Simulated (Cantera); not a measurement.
Feed: 1 mol MgO, a varied amount of CH4, 0.018 mol CO, at 1050 K and 101000 Pa.

Equilibrium computed with Cantera from the NASA thermochemical tables; the gas is ideal and each condensed phase is pure. Candidate condensed phases: C, C6H6, C7H8, C8H18, H2O, Mg, MgCO3, MgO, Mg(OH)2; 116 gas species. Kinetics and transport are ignored.

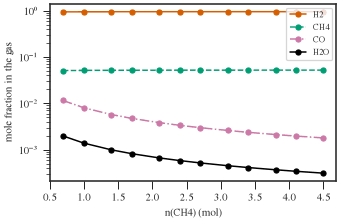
Figure. Equilibrium gas composition (values under 1e-9 drawn at 1e-9)

Problem. Read off the mole fractions at 1.7 mol CH4.

Solution. H2 about 0.94, CH4 about 0.052, CO about 0.0047, H2O about 0.00082.
